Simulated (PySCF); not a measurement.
**TaF₃: one geometry, several methods**

Aim: at the PBE0 minimum of singlet TaF₃, found before, compare methods on energies and levels.

The runs use PySCF 2.14.0; several methods, basis Ta def2-TZVP with ECP60, F def2-TZVP, scalar-relativistic core potentials, no spin–orbit coupling, density fitting.

**1. Where the work starts**

4 atoms, charge 0, spin multiplicity 1.

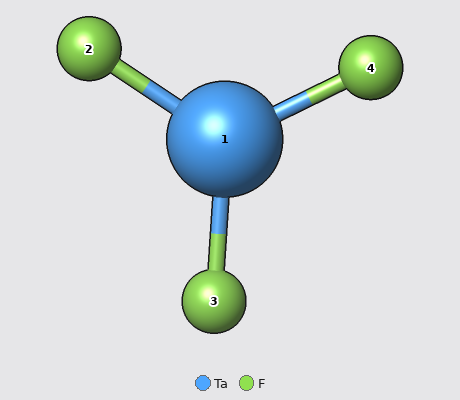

The starting geometry (tantalum blue, fluorine green); atoms are numbered from 1 in the order of the file.

```xyz
4
charge 0 multiplicity 1
Ta    0.0000    0.0000    0.0000
F     1.8365    0.0000    0.0000
F    -0.9182    1.5904    0.0000
F    -0.9182   -1.5904    0.0000
```

**2. PBE0**

One driver script runs all steps and calls PySCF; scf.py shows the equivalent input of each level. Each SCF starts from the density of the minimum. The driver also runs the species with one electron less or more at the same geometry (one less: multiplicity 2, one more: multiplicity 2); their logs are not shown.

scf.py

```python
from pyscf import gto, scf, dft
mol = gto.M(atom='''
Ta     0.000000     0.000000     0.000000
F      1.836458    -0.000020    -0.000000
F     -0.918211     1.590429    -0.000000
F     -0.918247    -1.590409     0.000000''',
    basis={'Ta': 'def2-TZVP', 'F': 'def2-TZVP'},
    ecp={'Ta': 'def2-TZVP'},
    charge=0, spin=0)
mf = dft.RKS(mol, xc='PBE0')
mf.grids.atom_grid = (99, 590)
aux = {'Ta': 'def2-universal-JKFIT', 'F': 'def2-universal-JKFIT'}
mf = mf.density_fit(auxbasis=aux)
mf.kernel()
```

**3. HF**

scf.py: that of step 2 with these lines changed.

```diff
@@ -10,2 +10 @@
-mf = dft.RKS(mol, xc='PBE0')
-mf.grids.atom_grid = (99, 590)
+mf = scf.RHF(mol)
```

**4. MP2**

scf.py: that of step 3 with these lines changed.

```diff
@@ -13,0 +14,2 @@
+from pyscf.mp import dfmp2
+dfmp2.DFMP2(mf, frozen=3).kernel()  # the driver gives MP2 a fitting basis of its own (RI)
```

**5. PBE**

scf.py: that of step 4 with these lines changed.

```diff
@@ -10 +10,2 @@
-mf = scf.RHF(mol)
+mf = dft.RKS(mol, xc='PBE')
+mf.grids.atom_grid = (99, 590)
@@ -14,2 +14,0 @@
-from pyscf.mp import dfmp2
-dfmp2.DFMP2(mf, frozen=3).kernel()  # the driver gives MP2 a fitting basis of its own (RI)
```

**6. r2SCAN**

scf.py: that of step 5 with these lines changed.

```diff
@@ -10 +10 @@
-mf = dft.RKS(mol, xc='PBE')
+mf = dft.RKS(mol, xc='R2SCAN')
```

**7. B3LYP**

scf.py: that of step 6 with these lines changed.

```diff
@@ -10 +10 @@
-mf = dft.RKS(mol, xc='R2SCAN')
+mf = dft.RKS(mol, xc='B3LYP')
```

**8. TPSSh**

scf.py: that of step 7 with these lines changed.

```diff
@@ -10 +10 @@
-mf = dft.RKS(mol, xc='B3LYP')
+mf = dft.RKS(mol, xc='TPSSH')
```

**9. LDA**

scf.py: that of step 8 with these lines changed.

```diff
@@ -10 +10 @@
-mf = dft.RKS(mol, xc='TPSSH')
+mf = dft.RKS(mol, xc='LDA,VWN')
```

(Steps that only read results are left out.)

**Question.** What will these runs give? Wanted: atomisation energy, range; vertical ionisation energy, range; vertical electron affinity, range; orbital gap, range.

**Answer**, as computed:

| quantity | value |
| --- | --- |
| atomisation energy, range | 1285 (HF) to 2205 (LDA) kJ/mol |
| vertical ionisation energy, range | 7.36 (HF) to 8.31 (LDA) eV |
| vertical electron affinity, range | -0.43 (HF) to 0.33 (LDA) eV |
| orbital gap, range | 1.30 (LDA) to 10.77 (HF) eV |

The atomisation energy spreads over 920 kJ/mol, from HF to LDA; without a CCSD(T) value for it there is no yardstick here. Without diffuse functions electron affinities tend to come out too low. A stability analysis at the minimum finds the closed shell unstable towards spin polarisation: an open-shell solution lies lower, and these values are not those of the lowest state. Spin–orbit coupling, left out here, can matter for elements this heavy.
